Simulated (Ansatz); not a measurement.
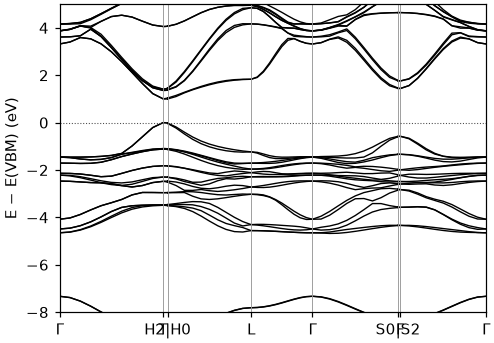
Band structure from DFT-r²SCAN with spin–orbit coupling in the program Ansatz with PAW potentials

### Question
Read off the gap and where the band edges lie.

### Answer
About 1.0 eV (1.00 eV by a search for the band edges); maximum at T, minimum on the T–H2 line, 59 % of the way from T.

The material is CsGeI3 in space group R3m (No. 160; Cs on 3a, Ge on 3a, I on 9b).

The workflow started from a Materials Project entry (that database holds measured and hypothetical structures alike); the Crystallography Open Database files this formula in space group No. 160, but the cells were not matched. Whether it is the stable phase at ambient conditions was not checked. The cell was relaxed with r²SCAN under the symmetry of its start; its stability against distortions is not shown here.

Potentials: the later of the program's two PAW sets.
